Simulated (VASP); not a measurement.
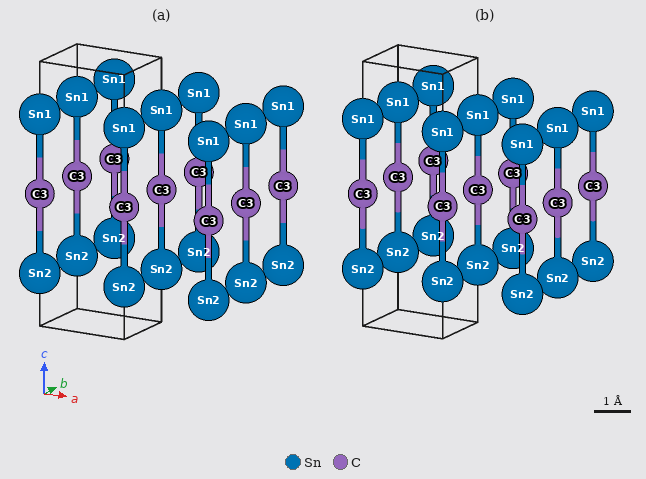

The structure of a crystal of Sn2C (a generated structure, set up in P6/mmm) before (left) and after (right) a relaxation, at one scale.

Style: ball-and-stick. Shown: the cell of the calculation, repeated 2 × 2 × 1 with one cell outlined, slightly off an axis.

The run lets cell and atoms move.

All numbers below come from Kohn-Sham DFT of a periodic cell, PBE, VASP PAW PBE potentials, recommended (VASP).

The input:
```
  PREC = Normal
  ENCUT = 520
  EDIFF = 1E-4
  ISMEAR = 0
  SIGMA = 0.15
  LREAL = False
  LASPH = True
  NELM = 60
  ALGO = Fast
  ISIF = 3
  LWAVE = False
  LCHARG = False
  GGA = PE
  IBRION = 2
  NSW = 24
  EDIFFG = -0.08
```

Run as
```bash
cat potpaw_PBE.64/Sn_d/POTCAR potpaw_PBE.64/C/POTCAR > POTCAR
mpirun -np 1 vasp_std > vasp.out
```

What changed between the two?

Answer. The largest moves relative to the cell, 0.13 Å, are those of Sn1 and Sn2. Sn1 goes along −c. C stays in place. The drawn cell changes as follows: a = b 3.475 → 3.285 Å (−5.5 %), c 7.451 → 7.450 Å (0.0 %); the volume changes by −10.6 %. Some distances before and after: Sn1–C3 2.237 → 2.110 Å. The space group stays P6/mmm (No. 191). The energy falls by 0.360 eV per cell of the calculation in 13 geometry steps. The largest force component goes from 1.7 to 0.014 eV/Å. The pressure goes from −4.96 to −0.05 GPa. The volume changes by over a tenth within one run on a fixed set of plane waves, so the end point should be relaxed again from the new cell. It ran on 1 thread of Intel(R) Xeon(R) Platinum 8259CL CPU @ 2.50GHz (Skylake/Cascade Lake), on a shared host.
